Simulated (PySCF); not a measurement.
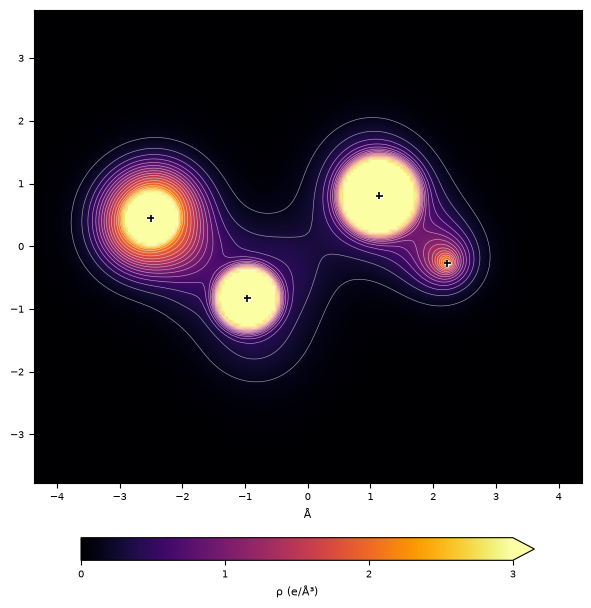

The electron density on a plane through atoms (crosses mark nuclei in the plane).

These are results of PySCF 2.14.0, density-fitted response routines, DFT single point, gas phase, functional TPSSh, not measurements.

Candidates:
A. CHF3Mo (SMILES [CH]#[Mo]([F])([F])[F])
B. Cl3GeH3Si (charge +1, doublet)
C. AlH4O4 (SMILES [OH][Al-]([OH])([OH])[OH+]) (doublet)

Which candidate gave the map?

Answer. Candidate B: Cl3GeH3Si on the plane of atoms Si1, Ge2 and H5, which holds Si, Ge, H and Cl. Si–Cl (2.00 Å): the density is about 0.95 e/Å³ at the midpoint. Si–Ge (2.66 Å): the density is about 0.32 e/Å³ at the midpoint.
